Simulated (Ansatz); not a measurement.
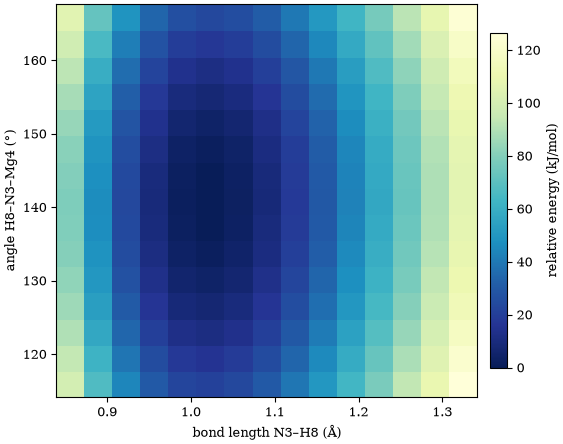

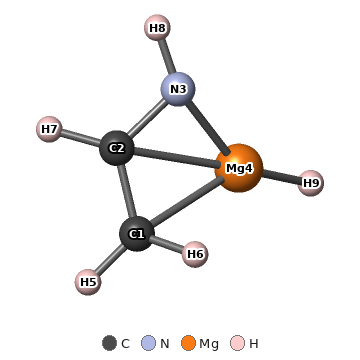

Energy landscape of C₂H₅MgN. Coordinates scanned: (1) bond length N3–H8; (2) angle H8–N3–Mg4. Nothing is relaxed (all other coordinates rigid). Grid: 15 × 15 points. Energies: kJ/mol, counted from the lowest grid point. Computed with RKS SPW92 (LDA)/def2-TZVP in Ansatz 0.2.0.

Drawn: one coloured cell a grid point. The second picture is the structure at the lowest point.

> Describe this landscape.

The lowest grid point is at bond length N3–H8 = 1.023 Å, angle H8–N3–Mg4 = 140.9°. It is the only kind of minimum in the scanned range. The highest grid point, bond length N3–H8 = 1.325 Å, angle H8–N3–Mg4 = 115.9°, lies 126 kJ/mol above the lowest. Round the minimum the two coordinates are nearly uncoupled.

The whole map (225 points run) took 13 min on 1 thread of Arm Neoverse V1 (shared host).
